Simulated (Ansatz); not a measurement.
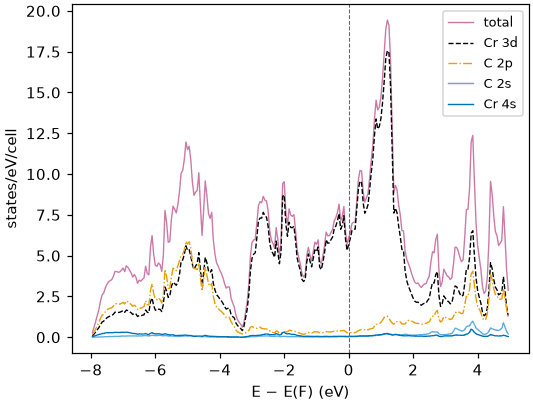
Fig. 1. Total and projected density of states of Cr₃C₂ in space group Cmcm (No. 63; Cr on 4c, Cr on 8f, C on 4c, C on 4b), r²SCAN in the plane-wave PAW code Ansatz

Question: Which orbitals carry the states next to the Fermi level?

Answer: Within 0.5 eV of the Fermi level: Cr 3d 93 %. Projections are on Löwdin-orthogonalised atomic valence shells; empty p or d shells of many metals are not among them.

Question: Where is the tallest occupied peak in this window, and what makes it?

Answer: Near -5.0 eV, about 12 states/eV per cell; the largest projected share is C 2p.

The first step of the workflow began from a Materials Project structure, measured or hypothetical; the Crystallography Open Database copy checked does not list it. COD files the formula under space group No. 62. Whether it is the stable phase at ambient conditions was not checked. The r²SCAN relaxation kept the symmetry of its start; whether a distortion lowers the energy is not shown. The run is not spin-polarised.

Potentials: the later of the program's two PAW sets.
